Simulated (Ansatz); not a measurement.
**Frequency calculation, with input and output: SnPH₇O**

SnPH₇O, computed with RKS PBE/def2-SVP (Ansatz 0.2.0).

It belongs to a series of runs on one base structure; here: vibrations at the highest image of the band.

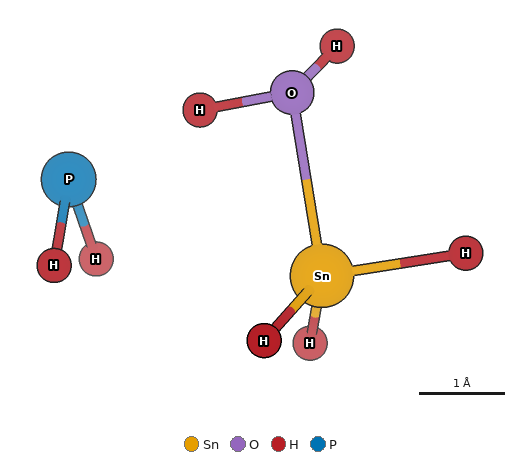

**Figure 1.** The structure as given in the input (ball-and-stick view, seen at a tilt). Sticks mark near contacts.

## Input
```yaml
crystal:
  periodic: [false, false, false]
  atoms:
    - { symbol: Sn, position_ang: [0.031693, -0.138266, -0.120752] }
    - { symbol: O, position_ang: [0.189665, -0.076503, 2.06619] }
    - { symbol: H, position_ang: [-0.665677, -0.083589, 2.551092] }
    - { symbol: H, position_ang: [1.548497, 0.274166, -0.814275] }
    - { symbol: H, position_ang: [-0.978342, 1.279031, -0.082046] }
    - { symbol: H, position_ang: [-0.889158, -1.392536, -0.864589] }
    - { symbol: P, position_ang: [1.525449, -2.622012, 1.406955] }
    - { symbol: H, position_ang: [0.633368, -3.224757, 0.452679] }
    - { symbol: H, position_ang: [2.43974, -2.140091, 0.405429] }
    - { symbol: H, position_ang: [0.684267, -1.142345, 2.009915] }
basis:
  gaussian: { orbitals: def2-SVP }
hamiltonian:
  xc: pbe
phonons: {}
```

Command:
```bash
ansatz run input.yaml --threads 2 --pin off --max-ram 3072MiB --backend cpu --events-out ev --progress --plain --runs-dir out
```

## What the program printed
```
Engine: ansatz 0.2.0, aarch64-unknown-linux-gnu
Functional definition: PBE
  parameter kappa = 0.804
  parameter beta = 0.06672455060314922
  exchange = pbe_x(kappa = kappa, mu = beta*pi^2/3)
  correlation = pbe_c(beta = beta)
1047 factors; their error is unknown
mean field evaluation 1: about -17262.5367 eV, gradient 5.1e1 eV
mean field evaluation 2: about -17230.2172 eV, gradient 1.3e2 eV
mean field evaluation 4: about -17267.1507 eV, gradient 1.2e1 eV
mean field evaluation 8: about -17267.7392 eV, gradient 1.9e-1 eV
mean field evaluation 16: about -17267.7223 eV, gradient 5.4e-5 eV
mean field -17267.72232847 eV, -634.5770910887 hartree, gradient 5.4e-5 eV, S^2 0.000000; 0 other end points of the search recorded, 0 dependent functions left out
the calculation of the forces begins
reference -17267.72236893 eV, -634.5770925755 hartree; 26, 26 occupied and 67, 67 virtual orbitals, 1047 factors
these checks for a lower state are left out or cut short: stability, starts, cluster_reference, orbital_swaps, neighbouring_geometries, increment
1047 factors; their error is unknown
mean field -17267.72225923 eV, -634.5770885443 hartree, gradient 1.5e-6 eV, S^2 0.000000; 0 other end points of the search recorded, 0 dependent functions left out
[... from here on the field's lines of each further geometry are left out, up to the last ...]
the calculation of the forces begins
reference -17267.72235327 eV, -634.5770919999 hartree; 26, 26 occupied and 67, 67 virtual orbitals, 1047 factors
these checks for a lower state are left out or cut short: stability, starts, cluster_reference, orbital_swaps, neighbouring_geometries, increment
1047 factors; their error is unknown
mean field -17267.72231646 eV, -634.5770906473 hartree, gradient 1.2e-6 eV, S^2 0.000000; 0 other end points of the search recorded, 0 dependent functions left out
the calculation of the forces begins
reference -17267.72235692 eV, -634.5770921340 hartree; 26, 26 occupied and 67, 67 virtual orbitals, 1047 factors
WARN: phonons: modes at or below zero, which the zero-point energy, F, S and C_V leave out: 1, the lowest at -780.50 cm⁻¹. A minimum has none, and a first-order saddle one
Total energy: -17267.72236893 eV, -634.5770925755 hartree
Atom 0 at     0.031693    -0.138266    -0.120752 Å, force    -0.001192    -0.002870    -0.001227 eV/Å
Atom 1 at     0.189665    -0.076503     2.066190 Å, force    -0.000343    -0.001718     0.001336 eV/Å
Atom 2 at    -0.665677    -0.083589     2.551092 Å, force     0.000253     0.001574     0.000495 eV/Å
Atom 3 at     1.548497     0.274166    -0.814275 Å, force    -0.000295     0.001566    -0.000144 eV/Å
Atom 4 at    -0.978342     1.279031    -0.082046 Å, force     0.001283     0.000559     0.000039 eV/Å
Atom 5 at    -0.889158    -1.392536    -0.864589 Å, force    -0.001086     0.000205    -0.000807 eV/Å
Atom 6 at     1.525449    -2.622012     1.406955 Å, force     0.000140    -0.002178     0.000384 eV/Å
Atom 7 at     0.633368    -3.224757     0.452679 Å, force     0.000536     0.000729    -0.000216 eV/Å
Atom 8 at     2.439740    -2.140091     0.405429 Å, force     0.000374     0.000650     0.000867 eV/Å
Atom 9 at     0.684267    -1.142345     2.009915 Å, force     0.000330     0.001483    -0.000727 eV/Å
Dipole moment:    -0.492190     0.378886    -0.137646 e Å
Vibrations: -780.50 64.04 141.86 164.56 319.02 382.19 409.64 433.86 478.62 508.85 620.64 651.97 673.92 719.85 765.60 1027.69 1173.80 1467.76 1824.32 1844.38 1893.18 2326.98 2349.07 3609.58 cm⁻¹, zero-point energy 1.478597 eV
```

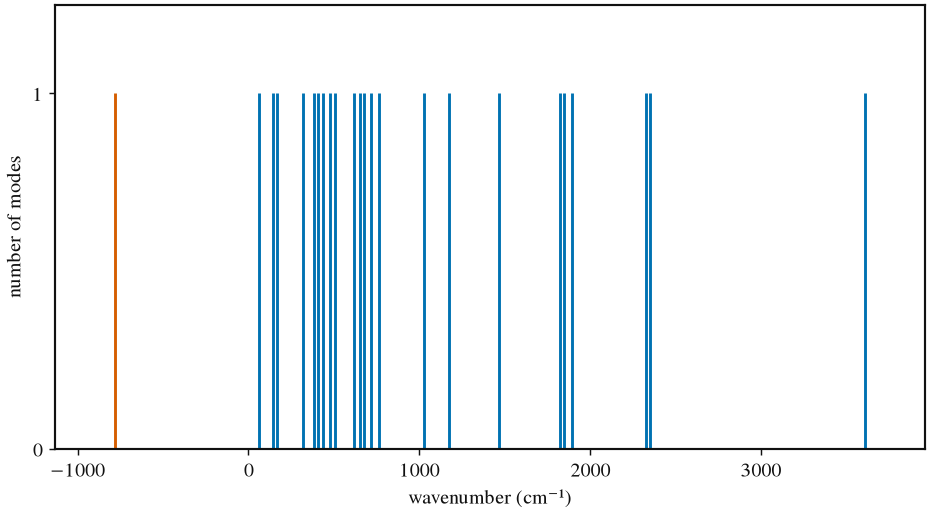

**Figure 2.** Harmonic vibrational wavenumbers from the force constants; neighbouring modes closer than 20 cm⁻¹ are counted in one stick, and imaginary ones are drawn at negative wavenumbers. 24 modes from 780i to 3610 cm⁻¹, 1 imaginary beyond 8i (780i cm⁻¹): a first-order saddle point, if the geometry is stationary.

## Results in brief

- outcome: converged
- total energy: −17267.7224 eV
- mean-field energy: −17267.7224 eV
- largest force (length of the vector): 0.003 eV/Å
- hardware: 2 threads of Arm Neoverse V1, 24 GiB of memory available, shared host
- wall time: 60 s (CPU time 1.9 min)
- peak memory: 0.13 GiB
